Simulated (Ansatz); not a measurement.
## Molecular dynamics of Si3H7Cl

System: Si3H7Cl.
Method: RHF/def2-SVP (Ansatz 0.2.0).

One setting was made poor on purpose. It belongs to a series of runs on one base structure; here: dynamics from the start. Figures and captions count atoms from 1; the log counts them from 0 in places.

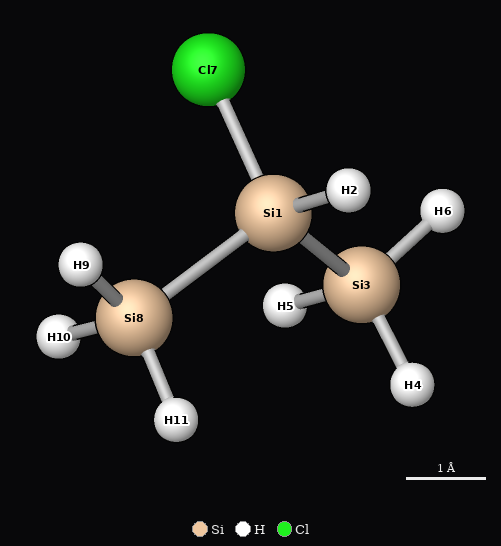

Fig. 1: The starting structure (ball-and-stick view, seen at a tilt; atoms are numbered from 1 in the order of the input). Bond lengths as drawn: Cl–Si 2.10 Å, H–Si 1.48 Å and Si–Si 2.37 Å.

The input
```yaml
crystal:
  periodic: [false, false, false]
  atoms:
    - { symbol: Si, position_ang: [0.103362, -0.176863, 0.192377] }
    - { symbol: H, position_ang: [0.291031, -0.454883, 1.634414] }
    - { symbol: Si, position_ang: [2.19795, 0.16805, -0.856676] }
    - { symbol: H, position_ang: [3.020904, -1.060908, -0.731106] }
    - { symbol: H, position_ang: [1.981188, 0.460564, -2.293715] }
    - { symbol: H, position_ang: [2.905889, 1.302891, -0.219852] }
    - { symbol: Cl, position_ang: [-0.975652, 1.620327, 0.033157] }
    - { symbol: Si, position_ang: [-1.209841, -1.871754, -0.812559] }
    - { symbol: H, position_ang: [-2.521657, -1.972186, -0.131508] }
    - { symbol: H, position_ang: [-1.416066, -1.546095, -2.243529] }
    - { symbol: H, position_ang: [-0.499308, -3.170943, -0.708503] }
basis:
  gaussian: { orbitals: def2-SVP }
hamiltonian:
  xc: hf
md:
  timestep: 2.0
  n_steps: 40
  ensemble: nve
  temperature: 1500.0
  initial_velocities: maxwell_boltzmann
  seed: 332205
```

Run as:
```bash
ansatz run input.yaml --threads 1 --pin off --max-ram 2048MiB --backend cpu --events-out ev --progress --plain --runs-dir out
```

Output
```
Engine: ansatz 0.2.0, x86_64-unknown-linux-gnu
Functional definition: HF
  exchange = exact_x
  correlation = 0
1083 factors; integrals over basis functions are off by at most 1.9e-4 eV
mean field evaluation 1: about -36189.2057 eV, gradient 1.8e1 eV
mean field evaluation 2: about -36189.2068 eV, gradient 1.8e1 eV
mean field evaluation 4: about -36190.8923 eV, gradient 2.3e0 eV
mean field evaluation 8: about -36190.9197 eV, gradient 3.0e-4 eV
mean field -36190.91966594 eV, -1329.9917666371 hartree, gradient 1.6e-5 eV, S^2 0.000000; 0 other end points of the search recorded, 0 dependent functions left out
the calculation of the forces begins
reference -36190.91966594 eV, -1329.9917666371 hartree; 33, 33 occupied and 74, 74 virtual orbitals, 1083 factors
md step     0: t =     0.00 fs  T =  1500.0 K  F+E_penalty+E_count = -36190.91966594 eV  E_kin = 1.745010 eV  conserved = -36189.17465596 eV  (25 SCF iters)
these checks for a lower state are left out or cut short: starts, cluster_reference, orbital_swaps, neighbouring_geometries, increment
1083 factors; integrals over basis functions are off by at most 2.0e-4 eV
mean field evaluation 16: about -36190.3548 eV, gradient 1.2e-4 eV
mean field -36190.35481900 eV, -1329.9710088947 hartree, gradient 1.4e-5 eV, S^2 0.000000; 0 other end points of the search recorded, 0 dependent functions left out
[... from here on the field's lines of each further geometry are left out, up to the last ...]
md step     1: t =     2.00 fs  T =  1100.6 K  F+E_penalty+E_count = -36190.35481900 eV  E_kin = 1.280414 eV  conserved = -36189.07440533 eV  (24 SCF iters)
md step     2: t =     4.00 fs  T =   872.7 K  F+E_penalty+E_count = -36190.07640785 eV  E_kin = 1.015233 eV  conserved = -36189.06117476 eV  (22 SCF iters)
md step     3: t =     6.00 fs  T =  1052.2 K  F+E_penalty+E_count = -36190.35267402 eV  E_kin = 1.224107 eV  conserved = -36189.12856708 eV  (22 SCF iters)
md step     4: t =     8.00 fs  T =   884.2 K  F+E_penalty+E_count = -36190.13687561 eV  E_kin = 1.028637 eV  conserved = -36189.10823897 eV  (21 SCF iters)
md step     5: t =    10.00 fs  T =   542.9 K  F+E_penalty+E_count = -36189.68086875 eV  E_kin = 0.631538 eV  conserved = -36189.04933067 eV  (22 SCF iters)
md step     6: t =    12.00 fs  T =   694.4 K  F+E_penalty+E_count = -36189.86930354 eV  E_kin = 0.807834 eV  conserved = -36189.06146972 eV  (22 SCF iters)
md step     7: t =    14.00 fs  T =  1116.0 K  F+E_penalty+E_count = -36190.45759394 eV  E_kin = 1.298321 eV  conserved = -36189.15927271 eV  (22 SCF iters)
md step     8: t =    16.00 fs  T =   928.6 K  F+E_penalty+E_count = -36190.17424828 eV  E_kin = 1.080316 eV  conserved = -36189.09393273 eV  (22 SCF iters)
md step     9: t =    18.00 fs  T =   763.4 K  F+E_penalty+E_count = -36189.93416325 eV  E_kin = 0.888107 eV  conserved = -36189.04605671 eV  (21 SCF iters)
md step    10: t =    20.00 fs  T =  1004.6 K  F+E_penalty+E_count = -36190.29889014 eV  E_kin = 1.168724 eV  conserved = -36189.13016597 eV  (22 SCF iters)
md step    11: t =    22.00 fs  T =   904.3 K  F+E_penalty+E_count = -36190.16730623 eV  E_kin = 1.051992 eV  conserved = -36189.11531443 eV  (21 SCF iters)
md step    12: t =    24.00 fs  T =   542.6 K  F+E_penalty+E_count = -36189.68073115 eV  E_kin = 0.631194 eV  conserved = -36189.04953730 eV  (22 SCF iters)
md step    13: t =    26.00 fs  T =   637.0 K  F+E_penalty+E_count = -36189.79881188 eV  E_kin = 0.741051 eV  conserved = -36189.05776118 eV  (22 SCF iters)
md step    14: t =    28.00 fs  T =  1035.3 K  F+E_penalty+E_count = -36190.35339045 eV  E_kin = 1.204361 eV  conserved = -36189.14902980 eV  (22 SCF iters)
md step    15: t =    30.00 fs  T =   885.9 K  F+E_penalty+E_count = -36190.13424538 eV  E_kin = 1.030589 eV  conserved = -36189.10365627 eV  (23 SCF iters)
md step    16: t =    32.00 fs  T =   713.4 K  F+E_penalty+E_count = -36189.86348444 eV  E_kin = 0.829984 eV  conserved = -36189.03350056 eV  (22 SCF iters)
md step    17: t =    34.00 fs  T =   990.8 K  F+E_penalty+E_count = -36190.28822446 eV  E_kin = 1.152630 eV  conserved = -36189.13559422 eV  (22 SCF iters)
md step    18: t =    36.00 fs  T =   891.5 K  F+E_penalty+E_count = -36190.15823965 eV  E_kin = 1.037095 eV  conserved = -36189.12114445 eV  (21 SCF iters)
md step    19: t =    38.00 fs  T =   431.8 K  F+E_penalty+E_count = -36189.55527441 eV  E_kin = 0.502388 eV  conserved = -36189.05288687 eV  (22 SCF iters)
md step    20: t =    40.00 fs  T =   380.7 K  F+E_penalty+E_count = -36189.49461037 eV  E_kin = 0.442849 eV  conserved = -36189.05176097 eV  (22 SCF iters)
md step    21: t =    42.00 fs  T =   690.5 K  F+E_penalty+E_count = -36189.94223375 eV  E_kin = 0.803313 eV  conserved = -36189.13892078 eV  (22 SCF iters)
md step    22: t =    44.00 fs  T =   527.9 K  F+E_penalty+E_count = -36189.72535110 eV  E_kin = 0.614116 eV  conserved = -36189.11123488 eV  (27 SCF iters)
md step    23: t =    46.00 fs  T =   326.4 K  F+E_penalty+E_count = -36189.39331826 eV  E_kin = 0.379688 eV  conserved = -36189.01363046 eV  (21 SCF iters)
md step    24: t =    48.00 fs  T =   718.6 K  F+E_penalty+E_count = -36189.96840623 eV  E_kin = 0.835986 eV  conserved = -36189.13241998 eV  (20 SCF iters)
md step    25: t =    50.00 fs  T =   805.5 K  F+E_penalty+E_count = -36190.06279001 eV  E_kin = 0.937109 eV  conserved = -36189.12568069 eV  (23 SCF iters)
md step    26: t =    52.00 fs  T =   453.3 K  F+E_penalty+E_count = -36189.58905329 eV  E_kin = 0.527368 eV  conserved = -36189.06168505 eV  (22 SCF iters)
md step    27: t =    54.00 fs  T =   424.6 K  F+E_penalty+E_count = -36189.53984087 eV  E_kin = 0.493905 eV  conserved = -36189.04593607 eV  (22 SCF iters)
md step    28: t =    56.00 fs  T =   774.4 K  F+E_penalty+E_count = -36190.04003908 eV  E_kin = 0.900896 eV  conserved = -36189.13914274 eV  (22 SCF iters)
md step    29: t =    58.00 fs  T =   640.7 K  F+E_penalty+E_count = -36189.86604027 eV  E_kin = 0.745370 eV  conserved = -36189.12067005 eV  (25 SCF iters)
md step    30: t =    60.00 fs  T =   336.3 K  F+E_penalty+E_count = -36189.40046777 eV  E_kin = 0.391289 eV  conserved = -36189.00917877 eV  (22 SCF iters)
md step    31: t =    62.00 fs  T =   667.5 K  F+E_penalty+E_count = -36189.89942967 eV  E_kin = 0.776533 eV  conserved = -36189.12289680 eV  (22 SCF iters)
md step    32: t =    64.00 fs  T =   825.1 K  F+E_penalty+E_count = -36190.09157856 eV  E_kin = 0.959878 eV  conserved = -36189.13170072 eV  (23 SCF iters)
md step    33: t =    66.00 fs  T =   496.9 K  F+E_penalty+E_count = -36189.64154716 eV  E_kin = 0.578079 eV  conserved = -36189.06346845 eV  (22 SCF iters)
md step    34: t =    68.00 fs  T =   422.7 K  F+E_penalty+E_count = -36189.54177878 eV  E_kin = 0.491689 eV  conserved = -36189.05008933 eV  (22 SCF iters)
md step    35: t =    70.00 fs  T =   693.6 K  F+E_penalty+E_count = -36189.93125195 eV  E_kin = 0.806835 eV  conserved = -36189.12441731 eV  (22 SCF iters)
md step    36: t =    72.00 fs  T =   596.5 K  F+E_penalty+E_count = -36189.81415636 eV  E_kin = 0.693952 eV  conserved = -36189.12020451 eV  (24 SCF iters)
md step    37: t =    74.00 fs  T =   259.9 K  F+E_penalty+E_count = -36189.32531323 eV  E_kin = 0.302379 eV  conserved = -36189.02293425 eV  (22 SCF iters)
md step    38: t =    76.00 fs  T =   515.5 K  F+E_penalty+E_count = -36189.70234997 eV  E_kin = 0.599696 eV  conserved = -36189.10265359 eV  (21 SCF iters)
md step    39: t =    78.00 fs  T =   806.8 K  F+E_penalty+E_count = -36190.07983305 eV  E_kin = 0.938603 eV  conserved = -36189.14122967 eV  (21 SCF iters)
the calculation of the forces begins
reference -36189.74894108 eV, -1329.9487432920 hartree; 33, 33 occupied and 74, 74 virtual orbitals, 1083 factors
1083 factors; integrals over basis functions are off by at most 3.6e-4 eV
mean field -36189.74894108 eV, -1329.9487432920 hartree, gradient 4.7e-5 eV, S^2 0.000000; 1 other end points of the search recorded, 0 dependent functions left out
the calculation of the forces begins
reference -36189.74894108 eV, -1329.9487432920 hartree; 33, 33 occupied and 74, 74 virtual orbitals, 1083 factors
md step    40: t =    80.00 fs  T =   583.8 K  F+E_penalty+E_count = -36189.74894108 eV  E_kin = 0.679190 eV  conserved = -36189.06975092 eV  (27 SCF iters)
```

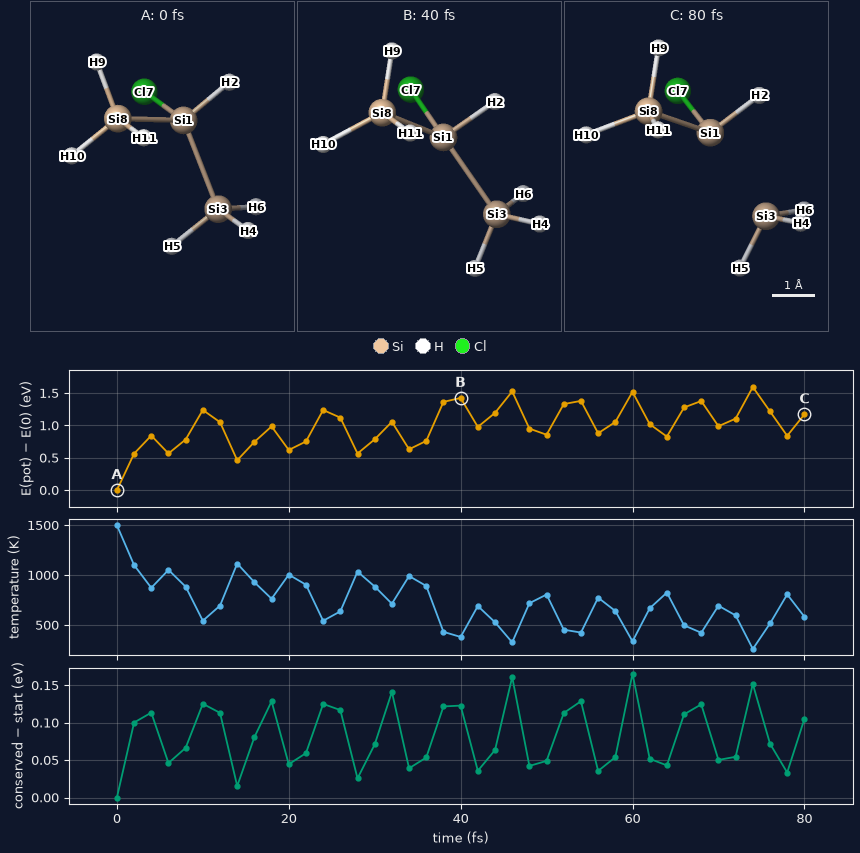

Fig. 2: Frames of the molecular dynamics (ball-and-stick, seen at a tilt) above the curves, on which the letters mark them. The trajectory kept here has 41 frames over 80 fs. The temperature starts at 1500 K, ranges from 260 to 1500 K and averages 569 K over the second half. The potential energy ends 1.171 eV above its first value. The conserved quantity stays within 0.17 eV. After an unweighted best fit of the last frame on the first, the root-mean-square displacement is 0.51 Å, and H5 has moved furthest (0.84 Å).

```
Total energy: -36189.74894108 eV, -1329.9487432920 hartree
Atom 0 at     0.118395    -0.195544    -0.123464 Å, force     1.669549    -0.074234     1.402641 eV/Å
Atom 1 at     0.395285    -0.588485     1.352482 Å, force    -0.081775     0.190851    -1.015515 eV/Å
Atom 2 at     2.511973     0.311619    -0.773422 Å, force    -1.896606    -1.898950    -0.226406 eV/Å
Atom 3 at     3.188671    -0.893208    -0.319221 Å, force     0.155828    -0.757109     0.138330 eV/Å
Atom 4 at     2.878049     0.490321    -2.147652 Å, force    -0.165282     0.131051    -1.152724 eV/Å
Atom 5 at     3.165402     1.312953    -0.070247 Å, force     0.461503     1.933983     1.330107 eV/Å
Atom 6 at    -1.050466     1.519783     0.083617 Å, force    -0.130771     0.226484    -0.267152 eV/Å
Atom 7 at    -1.456034    -1.881220    -0.685748 Å, force    -1.841596     2.215959    -1.107311 eV/Å
Atom 8 at    -2.282061    -1.704279     0.631798 Å, force     0.341061    -0.257314    -1.426663 eV/Å
Atom 9 at    -2.198515    -1.508731    -2.124893 Å, force     0.800066    -0.395749     2.287350 eV/Å
Atom 10 at    -1.062470    -3.230062    -0.843542 Å, force     0.688022    -1.314971     0.037342 eV/Å
Dipole moment:     0.169560    -0.309637    -0.165476 e Å
```

Trajectory as extended XYZ (Å, eV, eV/Å), 9 of the 41 frames kept, from step=0 to step=40
```
11
Properties=species:S:1:pos:R:3:forces:R:3 step=0 time_fs=0.0 energy=-36190.91967 temperature=1500.0
Si    0.1034   -0.1769    0.1924   -0.0004   0.0058  -0.0042
H     0.2910   -0.4549    1.6344   -0.0045  -0.0003   0.0001
Si    2.1980    0.1680   -0.8567   -0.0034  -0.0020  -0.0094
H     3.0209   -1.0609   -0.7311   -0.0020   0.0027  -0.0004
H     1.9812    0.4606   -2.2937    0.0042   0.0000   0.0067
H     2.9059    1.3029   -0.2199   -0.0039  -0.0053   0.0003
Cl   -0.9757    1.6203    0.0332    0.0006   0.0000   0.0035
Si   -1.2098   -1.8718   -0.8126    0.0060  -0.0069   0.0056
H    -2.5217   -1.9722   -0.1315    0.0065   0.0033  -0.0011
H    -1.4161   -1.5461   -2.2435    0.0000   0.0005   0.0004
H    -0.4993   -3.1709   -0.7085   -0.0030   0.0022  -0.0013
11
Properties=species:S:1:pos:R:3:forces:R:3 step=5 time_fs=10.0 energy=-36189.68087 temperature=542.9
Si    0.0719   -0.1742    0.0426    1.7341   0.3336   2.7104
H     0.2531   -0.4019    1.6117   -0.0328  -0.1095  -1.6775
Si    2.2475    0.2056   -0.8179   -0.8877  -2.1436  -0.4976
H     2.9884   -1.0295   -0.5722    0.0652  -0.7730   0.2698
H     2.2866    0.2665   -2.2542   -0.2647   0.4242  -1.0274
H     3.1121    1.1305   -0.2660    0.9353   2.1154   1.0843
Cl   -0.9829    1.5847    0.0680   -0.6984   0.8057  -0.3677
Si   -1.2332   -1.8594   -0.7583   -1.7203   0.8452  -1.8753
H    -2.3620   -1.8393    0.3230    0.4295   0.0703  -1.4856
H    -1.3908   -1.6059   -2.4133   -0.4568  -0.1266   2.5797
H    -0.7230   -3.1718   -0.7641    0.8968  -1.4416   0.2870
11
Properties=species:S:1:pos:R:3:forces:R:3 step=10 time_fs=20.0 energy=-36190.29889 temperature=1004.6
Si    0.0895   -0.1566   -0.0625    1.3207   0.2912   0.7397
H     0.3395   -0.5921    1.3223    0.1135   0.0019   0.3614
Si    2.3113    0.2090   -0.7919    0.6020   0.6108  -0.1642
H     2.8315   -1.1260   -0.3129    0.2805   0.5079  -0.2925
H     2.4272    0.3438   -2.3032    0.0414  -0.1342   0.7377
H     3.0943    1.4294   -0.1365   -0.9881  -1.4055  -0.5722
Cl   -1.0077    1.5693    0.0939   -0.5762   0.6925  -0.1511
Si   -1.2652   -1.8679   -0.7284   -0.9535  -1.0086  -0.4152
H    -2.4418   -1.6716    0.1539    0.1938  -0.3177   0.4601
H    -1.9430   -1.5617   -2.0058    0.4196  -0.3574  -0.4864
H    -0.6490   -3.2818   -0.5959   -0.4535   1.1192  -0.2175
11
Properties=species:S:1:pos:R:3:forces:R:3 step=15 time_fs=30.0 energy=-36190.13425 temperature=885.9
Si    0.1495   -0.1347   -0.1358   -0.6932  -0.1885  -0.7277
H     0.4677   -0.6950    1.1401    0.1608  -0.1181   1.4188
Si    2.3733    0.2036   -0.7749    0.0894   1.0447   0.0650
H     2.9756   -1.0564   -0.1907    0.1055   0.6330  -0.3837
H     2.6247    0.3804   -2.2636    0.0797  -0.1301   0.8088
H     2.7384    1.5086    0.0319   -0.0225  -1.3629  -0.8322
Cl   -1.0467    1.5719    0.1152    0.2206   0.0389  -0.0742
Si   -1.3415   -1.8819   -0.7152    2.1604  -0.8483   1.1296
H    -2.3808   -1.7541    0.2472   -0.7500   0.0018   1.3113
H    -2.0817   -1.7822   -1.8811   -0.7223  -0.0251  -2.3664
H    -0.5839   -3.2229   -0.5104   -0.6284   0.9545  -0.3493
11
Properties=species:S:1:pos:R:3:forces:R:3 step=20 time_fs=40.0 energy=-36189.49461 temperature=380.7
Si    0.1938   -0.1284   -0.1977   -1.5517  -1.0483   2.0401
H     0.5401   -0.5951    1.2892   -0.3930   0.4502  -1.4296
Si    2.4243    0.2087   -0.7610   -0.1070  -1.3204  -0.9990
H     3.3150   -0.8139   -0.2385   -0.0787  -0.8016   0.4169
H     2.9008    0.3734   -2.1060   -0.1113   0.3546  -1.0493
H     2.6382    1.3157    0.0236    0.5479   2.3787   1.3346
Cl   -1.0801    1.5760    0.1335    0.8330  -0.3639  -0.3993
Si   -1.4212   -1.8904   -0.6960   -0.1961   0.4913  -1.3361
H    -2.2360   -1.9223    0.5925   -0.1980   0.2656  -1.1188
H    -2.0094   -2.1276   -2.2219    0.2697   0.9063   2.3260
H    -0.6478   -3.0740   -0.6082    0.9852  -1.3125   0.2144
11
Properties=species:S:1:pos:R:3:forces:R:3 step=25 time_fs=50.0 energy=-36190.06279 temperature=805.5
Si    0.1827   -0.1445   -0.2277   -1.1638   0.0776   1.4928
H     0.4959   -0.4035    1.2322   -0.0304  -0.3502  -0.4776
Si    2.4950    0.2226   -0.7574   -0.3070   1.1400   0.2779
H     3.3421   -0.8248   -0.1660   -0.1538  -0.3499  -0.0137
H     2.9215    0.5286   -2.1236   -0.0665  -0.1691  -0.4038
H     2.7195    1.4759    0.0419   -0.0407  -0.3103  -0.1389
Cl   -1.0929    1.5713    0.1409    0.7440  -0.3407  -0.6899
Si   -1.4544   -1.9082   -0.6818   -0.4496   0.2818  -0.5459
H    -2.4670   -1.9044    0.4946    0.8737   0.0393  -0.9819
H    -2.2511   -1.9056   -2.0622    0.9965   0.1181   1.5425
H    -0.5502   -3.0926   -0.6069   -0.4024  -0.1365  -0.0615
11
Properties=species:S:1:pos:R:3:forces:R:3 step=30 time_fs=60.0 energy=-36189.40047 temperature=336.3
Si    0.1324   -0.1589   -0.2208    0.0805   0.4922  -0.6556
H     0.4699   -0.5415    1.0911    0.3950  -0.5148   1.8311
Si    2.5578    0.2597   -0.7575   -1.4429   1.3194   0.1079
H     3.1440   -1.0055   -0.1641    0.0883   0.7468  -0.4108
H     2.8075    0.5125   -2.2490    0.1695  -0.3383   1.0362
H     2.8505    1.6175    0.0706   -0.1343  -1.8815  -0.9777
Cl   -1.0861    1.5577    0.1310    0.3849  -0.2085  -0.4341
Si   -1.4629   -1.9113   -0.6707    3.7741  -1.3980   2.4139
H    -2.5269   -1.8440    0.2757   -0.4319  -0.0872   1.5188
H    -2.1992   -1.6382   -1.7317   -1.9209   0.5046  -4.2390
H    -0.6853   -3.2947   -0.6317   -0.9623   1.3654  -0.1908
11
Properties=species:S:1:pos:R:3:forces:R:3 step=35 time_fs=70.0 energy=-36189.93125 temperature=693.6
Si    0.0953   -0.1705   -0.1870    2.1122  -0.8143   1.7193
H     0.4651   -0.7714    1.2224   -0.3053   0.8528  -0.8888
Si    2.5576    0.3035   -0.7626   -1.4214  -1.4041  -0.4598
H     3.1486   -0.9854   -0.3124   -0.0002   0.1160   0.1856
H     2.8964    0.3304   -2.2160   -0.1698   0.4533   0.2216
H     3.1100    1.4011    0.0324   -0.0777   0.3316   0.0190
Cl   -1.0685    1.5384    0.1095    0.0006   0.0286  -0.1174
Si   -1.4567   -1.9008   -0.6605   -0.4278   0.7512  -2.7031
H    -2.3395   -1.8366    0.4907   -0.5579   0.2450   0.2697
H    -2.0847   -1.5288   -2.0806    0.2366  -0.3872   1.6734
H    -1.0846   -3.3111   -0.8026    0.6108  -0.1729   0.0807
11
Properties=species:S:1:pos:R:3:forces:R:3 step=40 time_fs=80.0 energy=-36189.74894 temperature=583.8
Si    0.1184   -0.1955   -0.1235    1.6695  -0.0742   1.4026
H     0.3953   -0.5885    1.3525   -0.0818   0.1909  -1.0155
Si    2.5120    0.3116   -0.7734   -1.8966  -1.8990  -0.2264
H     3.1887   -0.8932   -0.3192    0.1558  -0.7571   0.1383
H     2.8780    0.4903   -2.1477   -0.1653   0.1311  -1.1527
H     3.1654    1.3130   -0.0702    0.4615   1.9340   1.3301
Cl   -1.0505    1.5198    0.0836   -0.1308   0.2265  -0.2672
Si   -1.4560   -1.8812   -0.6857   -1.8416   2.2160  -1.1073
H    -2.2821   -1.7043    0.6318    0.3411  -0.2573  -1.4267
H    -2.1985   -1.5087   -2.1249    0.8001  -0.3957   2.2874
H    -1.0625   -3.2301   -0.8435    0.6880  -1.3150   0.0373
```

Summary

- outcome: finished
- mean temperature over the second half: 569 K
- trajectory: 40 steps, 80 fs
- ensemble: nve
- temperature in the input: 1500.0 K
- time step: 2.0 fs
- potential energy (last step): −36189.7489 eV
- mean-field energy (last step): −36189.7489 eV
- largest force (length of the vector) (last step): 3.087 eV/Å
- hardware: 1 thread of Intel Xeon (Granite Rapids), 32 GiB of memory available, shared host
- wall time: 63 s
- peak memory: 0.24 GiB

A deliberately poor setting: time step. So short a trajectory is not equilibrated.
